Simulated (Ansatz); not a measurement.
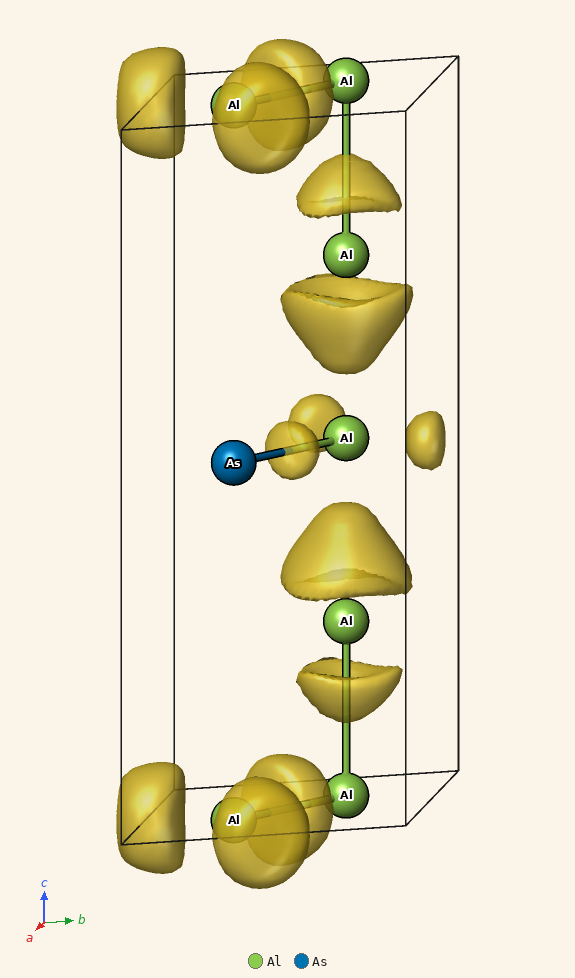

The picture shows: Al$_{5}$As. Isosurface of the electron localisation function at 0.8 (yellow), seen slightly off an axis. Only the valence region is drawn (cores and ρ < 0.01 e/Å³ removed). Sticks mark near contacts.

Space group P-6m2; a structure generated by program, which may or may not match a known phase.

The calculation used DFT PBE, scalar-relativistic, plane waves, PAW (Ansatz).

> What do the ELF domains correspond to?

The ELF exceeds this value in five regions between bonded Al–Al atoms, three regions between bonded Al–As atoms and two pockets between the atoms, centred on no nucleus (multi-centre or interstitial), counted in one cell of 6 atoms. Regions shared between cells count once. Along the contacts the grid gives the following. Al–Al (2.49 Å): the ELF peaks at about 0.95 between the atoms. Al–As (2.49 Å): the ELF peaks at about 0.85 between the atoms.
